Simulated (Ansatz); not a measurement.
Consider S2Si.

```xyz
3

S     0.0000    0.0000   -1.9389
S     0.0000    0.0000    1.9389
Si    0.0000    0.0000    0.0000
```

Geometry: B3LYP/6-31G*.

Computed with isolated molecule in a Gaussian basis; Kohn-Sham density functional theory, functional PBE0 in Ansatz 0.2.0.

Predict the electron density and electron localisation function between the atoms.

Answer. Si–S (1.94 Å): ρ at the midpoint is about 1 e/Å³; the ELF peaks at about 0.80 between the atoms, as expected for localised, covalent bonding.

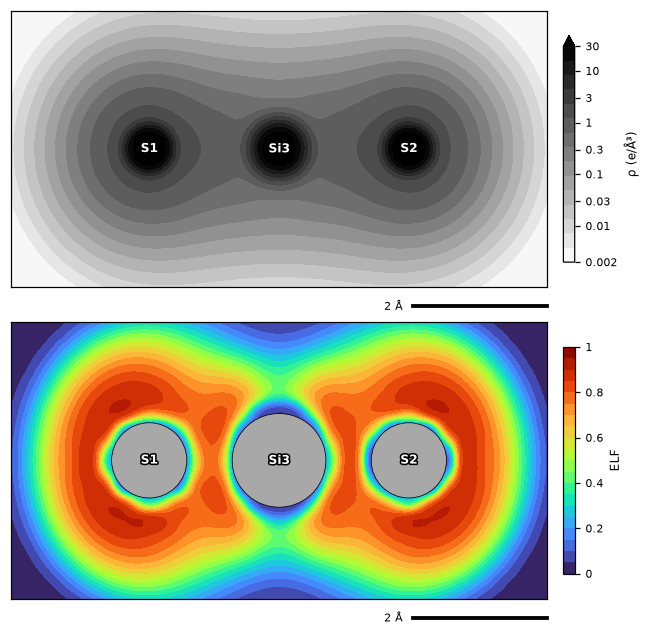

Computed electron density and electron localisation function on a plane that holds the molecular axis, in this order. Grey discs cover the atomic cores in the ELF map. 
